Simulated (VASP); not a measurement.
Band structure of Li2S (antifluorite). Method: PBE GGA, VASP's PBE PAW potentials (set 64) (plane waves; VASP 6.6.1).

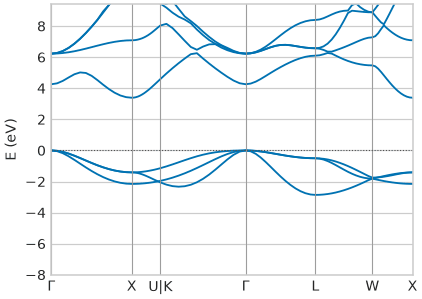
Fig. 1. Bands along high-symmetry lines, zero at the valence-band maximum or, without a gap, the Fermi level

Q: Read the plot: is there a gap, and where are the band edges?

A: The gap is indirect, 3.39 eV, from the valence maximum at Γ to the conduction minimum at X. (Edges off the drawn lines would not show.)

The compound is Li2S in the antifluorite structure. It was relaxed first.
